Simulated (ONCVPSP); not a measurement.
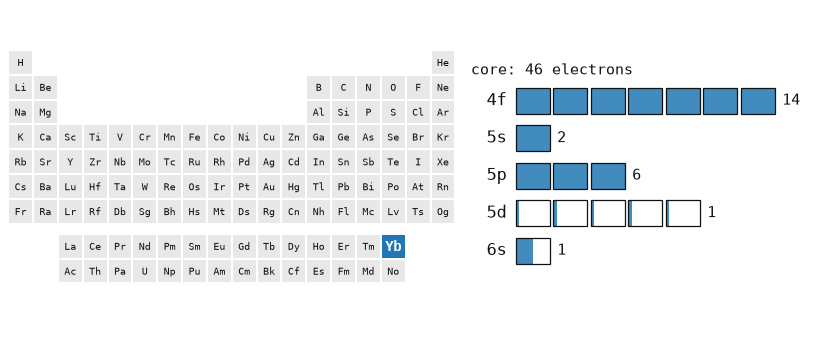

*Left, the place of ytterbium in the periodic table; right, the valence shells of the reference configuration: a box for each of the 2l + 1 orbitals, shaded by the share of the shell that is filled, with the electron count at the right.*

# Pseudopotential generation, with input and output: Yb

Ytterbium (Yb, Z = 70), core [Kr] 4d10, reference valence 4f14 5s2 5p6 5d1 6s1, valence charge 24. Computed at this level: ONCV potential, PBE, non-relativistic, made with ONCVPSP 4.0.1.

**Key numbers**

- outcome: generated, with a ghost state
- cutoffs needed: 178 Ha and 196 Ha (the cutoffs at which the residual kinetic energy of the hardest occupied pseudo-wave falls to 1 and 0.1 mHa per electron)
- ghost test: GHOST(-) flagged for s at -933.4 eV, p at -407.3 eV, d at -121.1 eV; GHOST(+) flagged for s at 9.9 eV
- configuration tests: 2 of 4 tests not solved
- largest excitation error among the tests solved: +15 meV (all-electron minus pseudo) for 4f14 5s2 5p6 5d0 6s1
- range over which the phases arctan(r R′/R) at the test radius agree within 0.05 rad (a looser test near the poles than one of phase shifts): s: up to about 0.3 Ha; p: over the whole range computed; d: up to about 0.4 Ha; f: over the whole range computed
- hardware: 1 CPU thread, shared host
- wall time: 6.7 s

**Notes**

The potential has a bound ghost state, so it can't be used as it stands. Warnings of the program, in the generation or the tests: psatom: WARNING lschvkbb convergence error n,l,iter= 3 2 3.

**Input file**
```
# ATOM AND REFERENCE CONFIGURATION
# atsym  z   nc   nv     iexc    psfile
  Yb 70.00    9    5        4      upf
#
#   n    l    f
    1    0    2.00
    2    0    2.00
    2    1    6.00
    3    0    2.00
    3    1    6.00
    3    2   10.00
    4    0    2.00
    4    1    6.00
    4    2   10.00
    4    3   14.00
    5    0    2.00
    5    1    6.00
    5    2    1.00
    6    0    1.00
#
# PSEUDOPOTENTIAL AND OPTIMIZATION
# lmax
    3
#
#   l,   rc,      ep,       ncon, nbas, qcut
    0    2.10    0.00    4    8    4.60
    1    1.35    0.00    3    6    5.40
    2    3.70    0.00    4    9    5.10
    3    0.85    0.00    3    7   20.90
#
# LOCAL POTENTIAL
# lloc, lpopt,  rc(5),   dvloc0
    4    5    0.55    4.00
#
# VANDERBILT-KLEINMAN-BYLANDER PROJECTORs
# l, nproj, debl
    0    2    2.20
    1    2    2.60
    2    1    0.80
    3    3    1.30
#
# MODEL CORE CHARGE
# icmod, fcfact, rcfact
    0    0.00    0.00
#
# LOG DERIVATIVE ANALYSIS
# epsh1, epsh2, depsh
   -3.00    5.00    0.02
#
# OUTPUT GRID
# rlmax, drl
    6.00    0.01
#
# TEST CONFIGURATIONS
# ncnf
    4
# nvcnf
#   n    l    f
    5
    4    3   14.00
    5    0    2.00
    5    1    6.00
    5    2    0.00
    6    0    2.00
#
    5
    4    3   14.00
    5    0    2.00
    5    1    6.00
    5    2    0.00
    6    0    1.00
#
    5
    4    3   14.00
    5    0    2.00
    5    1    6.00
    5    2    0.00
    6    0    0.00
#
    6
    4    3   14.00
    5    0    2.00
    5    1    6.00
    5    2    0.00
    6    0    0.00
    6    1    2.00
#
```

The log's header says scalar-relativistic, as this program prints it for non-relativistic runs too.

Command:
```bash
oncvpspnr.x < Yb.dat > Yb.out
```

**The program's output (extracts)**
```
ONCVPSP  (Optimized Norm-Conservinng Vanderbilt PSeudopotential)
scalar-relativistic version 4.0.1

#   n    l    f        energy (Ha)
    1    0    2.00    -2.0856893E+03
    2    0    2.00    -3.3815288E+02
    2    1    6.00    -3.2322987E+02
    3    0    2.00    -7.5492700E+01
    3    1    6.00    -6.8680484E+01
    3    2   10.00    -5.5988263E+01
    4    0    2.00    -1.4310011E+01
    4    1    6.00    -1.1540243E+01
    4    2   10.00    -6.5390759E+00
    4    3   14.00    -2.3618116E-01
    5    0    2.00    -1.6361840E+00
    5    1    6.00    -9.2030820E-01
    5    2    1.00    -3.4033190E-02
    6    0    1.00    -1.2156318E-01

Reference configufation results
  iterations    37
  all-electron total energy (Ha)   -1.33951989D+04

Begin loop to  construct optimized pseudo wave functions
and semi-local pseudopoentials for all angular momenta

Calculating optimized projector #   1

 for l=   0

    Fraction of norm inside rc  0.941093
    Optimizing pswf for qcut=   4.60 a_B^-1,  ecut=  10.60 Ha
    Residual kinetic energy error=  1.60D-04 Ha

    Energy error per electron        Cutoff
         Ha          eV             Ha
         0.01000     0.27211        3.93
         0.00100     0.02721        8.49
         0.00010     0.00272       14.15
         0.00001     0.00027       39.42

Calculating optimized projector #   2

 for l=   0

    Fraction of norm inside rc  0.040933
    Optimizing pswf for qcut=   4.60 a_B^-1,  ecut=  10.60 Ha
    Residual kinetic energy error=  8.38D-05 Ha

    Energy error per electron        Cutoff
         Ha          eV             Ha
         0.01000     0.27211        2.28
         0.00100     0.02721        7.20
         0.00010     0.00272       10.51
         0.00001     0.00027       28.04

   Wellstate for l =  1  n =  7
     eigenvalue =   1.6797
     asymptotic potential =   2.1797
     half-point radius =  3.8187

Calculating optimized projector #   1

 for l=   1

    Fraction of norm inside rc  0.420727
    Optimizing pswf for qcut=   5.40 a_B^-1,  ecut=  14.57 Ha
    Residual kinetic energy error=  6.18D-03 Ha

    Energy error per electron        Cutoff
         Ha          eV             Ha
         0.01000     0.27211       12.72
         0.00100     0.02721       50.34
         0.00010     0.00272       83.54

Calculating optimized projector #   2

 for l=   1

    Fraction of norm inside rc  0.065339
    Optimizing pswf for qcut=   5.40 a_B^-1,  ecut=  14.57 Ha
    Residual kinetic energy error=  3.81D-03 Ha

    Energy error per electron        Cutoff
         Ha          eV             Ha
         0.01000     0.27211        9.55
         0.00100     0.02721       20.11
         0.00010     0.00272       59.83
         0.00001     0.00027      125.63

Calculating optimized projector #   1

 for l=   2

    Fraction of norm inside rc  0.572620
    Optimizing pswf for qcut=   5.10 a_B^-1,  ecut=  13.02 Ha
    Residual kinetic energy error=  8.26D-10 Ha

    Energy error per electron        Cutoff
         Ha          eV             Ha
         0.01000     0.27211        4.72
         0.00100     0.02721        6.54
         0.00010     0.00272        8.14
         0.00001     0.00027        9.34

   Wellstate for l =  3  n =  5
     eigenvalue =   1.0638
     asymptotic potential =   1.5638
     half-point radius =  3.5771

   Wellstate for l =  3  n =  6
     eigenvalue =   2.3638
     asymptotic potential =   2.8638
     half-point radius =  3.4462

Calculating optimized projector #   1

 for l=   3

    Fraction of norm inside rc  0.703303
    Optimizing pswf for qcut=  20.90 a_B^-1,  ecut= 218.41 Ha
    Residual kinetic energy error=  1.64D-05 Ha

    Energy error per electron        Cutoff
         Ha          eV             Ha
         0.01000     0.27211      156.38
         0.00100     0.02721      178.37
         0.00010     0.00272      196.14
         0.00001     0.00027      400.35

Calculating optimized projector #   2

 for l=   3

    Fraction of norm inside rc  0.037092
    Optimizing pswf for qcut=  20.90 a_B^-1,  ecut= 218.41 Ha
    Residual kinetic energy error=  2.48D-07 Ha

    Energy error per electron        Cutoff
         Ha          eV             Ha
         0.01000     0.27211      127.15
         0.00100     0.02721      156.18
         0.00010     0.00272      179.01
         0.00001     0.00027      196.28

Calculating optimized projector #   3

 for l=   3

    Fraction of norm inside rc  0.034203
    Optimizing pswf for qcut=  20.90 a_B^-1,  ecut= 218.41 Ha
    Residual kinetic energy error=  5.45D-07 Ha

    Energy error per electron        Cutoff
         Ha          eV             Ha
         0.01000     0.27211      132.86
         0.00100     0.02721      161.70
         0.00010     0.00272      184.44
         0.00001     0.00027      201.02

Construct Vanderbilt / Kleinmman-Bylander projectors

B matrix Hermiticity error, ll=   0
   1   2    1.0105E-08

  Orthonormal projector coefficients  3.3358E+01  1.1956E+00

B matrix Hermiticity error, ll=   1
   1   2    6.2429E-08

  Orthonormal projector coefficients  2.4096E+01  2.0013E+00

B matrix Hermiticity error, ll=   3
   1   2   -5.3971E-09
   1   3    1.0385E-08
   2   3   -1.2938E-09

  Orthonormal projector coefficients -7.7300E+01 -1.7397E+01 -5.8926E+00

Pseudoatom total energy -243.600114

Diagnostic tests using Vanderbilt-Kleinman-Bylander pseudopotentials
  1 or more projectors used as specified by nproj input data

   l    rcore       rmatch      e in        delta e   norm test  slope test

   0   2.1019452   2.1657648  -1.6361840   0.0000003   1.0000004   1.0000005
   0   2.1019452   2.1657648  -0.1215632   0.0000000   1.0000000   1.0000000

   1   1.3501151   1.3911076  -0.9203082   0.0001096   1.0000141   1.0005437
   1   1.3501151   1.3911076   1.6796918   0.0002115   1.0000316   1.0000316

   2   3.7104753   3.8231334  -0.0340332   0.0000000   1.0000000   1.0000000

   3   0.8517777   0.8776396  -0.2361812  -0.0000448   0.9999889   0.9999597
   3   0.8517777   0.8776396   1.0638188  -0.0000147   0.9999918   0.9999918
   3   0.8517777   0.8776396   2.3638189  -0.0000005   0.9999977   0.9999977

 Testing for bound ghosts
   n   l    E NL Schr. Eq   E Basis Diag.   E Cutoff

       0                      -34.302034     59.81  WARNING - GHOST(-)
   1   0       -1.636184       -1.636157     59.81
   2   0       -0.121563       -0.071217     59.81

       1                      -14.968737     84.08  WARNING - GHOST(-)
   2   1       -0.920199       -0.916159     84.08

       2                       -4.450229     24.98  WARNING - GHOST(-)
   3   2       -0.034033       -0.032285     24.98

   4   3       -0.236226       -0.220498    535.55

 Testing for highly-localized positive-energy ghosts
       l    <radius>/rc     E Basis Diag.   E Cutoff

       0        0.251988        0.363575     59.81  WARNING - GHOST(+)

Test configuration 0

   n   l     f        eae           eps        diff
   1   0  2.0000-2085.68928651
   2   0  2.0000 -338.15287502
   2   1  6.0000 -323.22987013
   3   0  2.0000  -75.49270045
   3   1  6.0000  -68.68048407
   3   2 10.0000  -55.98826329
   4   0  2.0000  -14.31001143
   4   1  6.0000  -11.54024268
   4   2 10.0000   -6.53907588
   4   3 14.0000   -0.23618116   -0.23622601   -4.48D-05
   5   0  2.0000   -1.63618403   -1.63618376    2.69D-07
   5   1  6.0000   -0.92030820   -0.92019863    1.10D-04
   5   2  1.0000   -0.03403319   -0.03403319    0.00D+00
   6   0  1.0000   -0.12156318   -0.12156318    0.00D+00

    Total energies and differences
      AE_ref= -1.33951989D+04  AE_tst= -1.33951989D+04  dif=  0.00D+00
      PS_ref= -2.43600114D+02  PS_tst= -2.43600114D+02  dif= -3.98D-13
      PSP excitation error=  3.98D-13

Test configuration 1

   n   l     f        eae           eps        diff
   1   0  2.0000-2085.72773108
   2   0  2.0000 -338.19307098
   2   1  6.0000 -323.27001116
   3   0  2.0000  -75.53221442
   3   1  6.0000  -68.72001027
   3   2 10.0000  -56.02797862
   4   0  2.0000  -14.35022372
   4   1  6.0000  -11.58055668
   4   2 10.0000   -6.57968729
   4   3 14.0000   -0.27735086   -0.27326448    4.09D-03
   5   0  2.0000   -1.67892289   -1.67604251    2.88D-03
   5   1  6.0000   -0.96020393   -0.95866585    1.54D-03
   6   0  2.0000   -0.13245979   -0.13240660    5.32D-05

    Total energies and differences
      AE_ref= -1.33951989D+04  AE_tst= -1.33952834D+04  dif= -8.44D-02
      PS_ref= -2.43600114D+02  PS_tst= -2.43684895D+02  dif= -8.48D-02
      PSP excitation error=  3.45D-04

Test configuration 2

   n   l     f        eae           eps        diff
   1   0  2.0000-2085.96423785
   2   0  2.0000 -338.42889830
   2   1  6.0000 -323.50594595
   3   0  2.0000  -75.76735691
   3   1  6.0000  -68.95518474
   3   2 10.0000  -56.26323384
   4   0  2.0000  -14.58574819
   4   1  6.0000  -11.81611443
   4   2 10.0000   -6.81530792
   4   3 14.0000   -0.51296750   -0.50903857    3.93D-03
   5   0  2.0000   -1.91498703   -1.91183622    3.15D-03
   5   1  6.0000   -1.19536536   -1.19358029    1.79D-03
   6   0  1.0000   -0.31366909   -0.31348789    1.81D-04

    Total energies and differences
      AE_ref= -1.33951989D+04  AE_tst= -1.33950622D+04  dif=  1.37D-01
      PS_ref= -2.43600114D+02  PS_tst= -2.43463913D+02  dif=  1.36D-01
      PSP excitation error=  5.53D-04

Test configuration 3

psatom: WARNING lschvkbb convergence error n,l,iter=   3   2   3
ea(ii),et,emin,emax -3.403319E-02 -3.743651E-02 -3.743651E-02 -3.743651E-02
run_config: WARNING for fully non-local PS atom, stg. 1
 WARNING no output for configuration 4

Test configuration 4

psatom: WARNING lschvkbb convergence error n,l,iter=   3   2   3
ea(ii),et,emin,emax -3.403319E-02 -3.743651E-02 -3.743651E-02 -3.743651E-02
run_config: WARNING for fully non-local PS atom, stg. 1
 WARNING no output for configuration 5
```

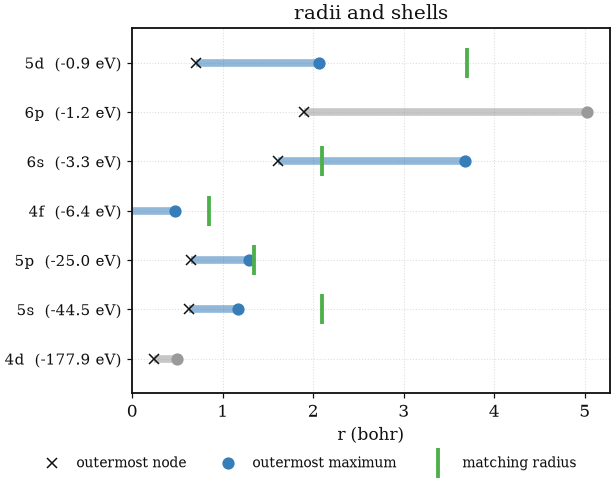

*Outer shells of the all-electron reference atom: each bar runs from the outermost node (or the nucleus) to the outermost maximum of u(r); the tick is the radius chosen for the pseudo-wave. Shells without a tick have no pseudo-wave of their own. Levels, nodes and maxima are from ld1.x, non-relativistic.*

- Radii against the shells: 5s: 2.10 bohr, outside the maximum; 5p: 1.35 bohr, outside the maximum; 4f: 0.85 bohr, outside the maximum; 6s: 2.10 bohr, between node and maximum; 5d: 3.70 bohr, outside the maximum.

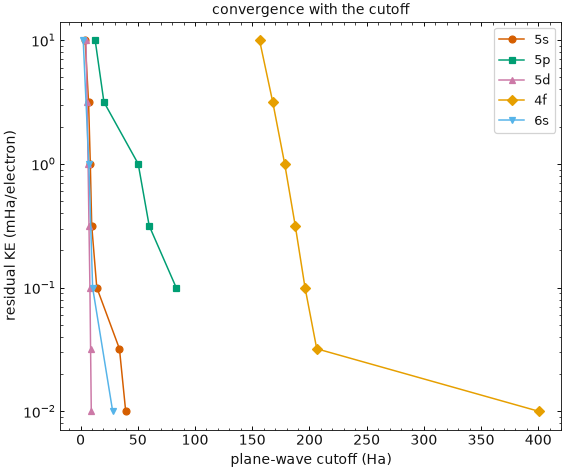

*Residual kinetic energy of the pseudo-waves (the first of each channel, and further valence shells) beyond the plane-wave cutoff, as the generator prints it.*

- Cutoffs for the occupied states: 178 Ha for 1 mHa and 196 Ha for 0.1 mHa per electron. The first is set by 4f.
- Cutoffs for 1 mHa per electron: 4f: 178 Ha; 5p: 50 Ha; 5s: 8.5 Ha; 6s: 7.2 Ha; 5d: 6.5 Ha.
- Hardest wave at 1 mHa per electron: 4f, with rc = 0.85 bohr and qcut = 20.9 1/bohr. The optimisation minimises, but can't always remove, the kinetic energy above qcut²/2 = 218.4 Ha, and a larger rc would as a rule soften the wave at some cost in transferability. The potential isn't sound: its ghost test gives GHOST(-) flagged for s at -933.4 eV, p at -407.3 eV, d at -121.1 eV; GHOST(+) flagged for s at 9.9 eV.

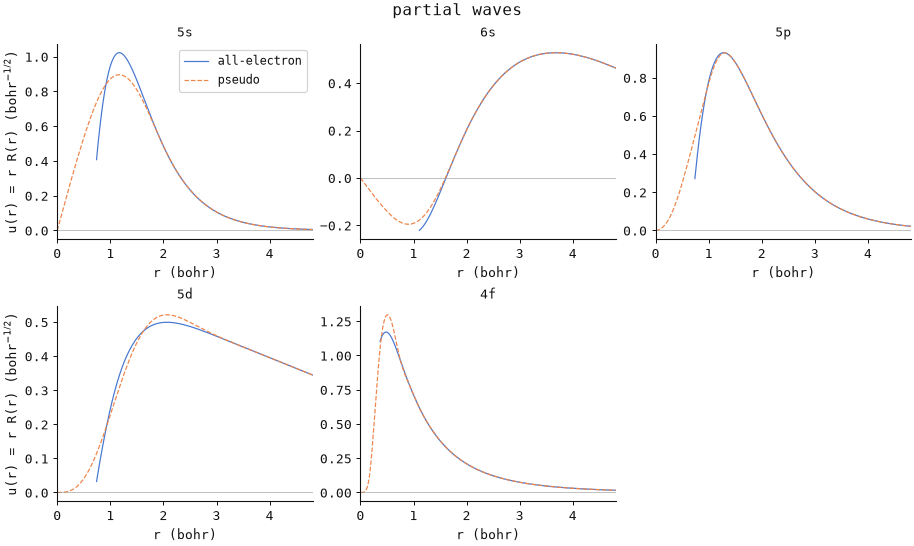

*All-electron valence functions (solid) with their pseudo partners (dashed). The innermost oscillations of some all-electron curves aren't drawn. Reference configuration 4f14 5s2 5p6 5d1 6s1.*

- Matching radii: 5s at 2.10 bohr; 6s at 2.10 bohr; 5p at 1.35 bohr; 5d at 3.70 bohr; 4f at 0.85 bohr. The curves merge smoothly, so the plot gives these only roughly.
- Nodes of the pseudo-waves: 5s has no node; 6s has a node at about 1.6 bohr; 5p has no node; 5d has no node; 4f has no node. A node in 6s is expected, since a lower shell of the same l is also in the valence and the two must stay orthogonal.
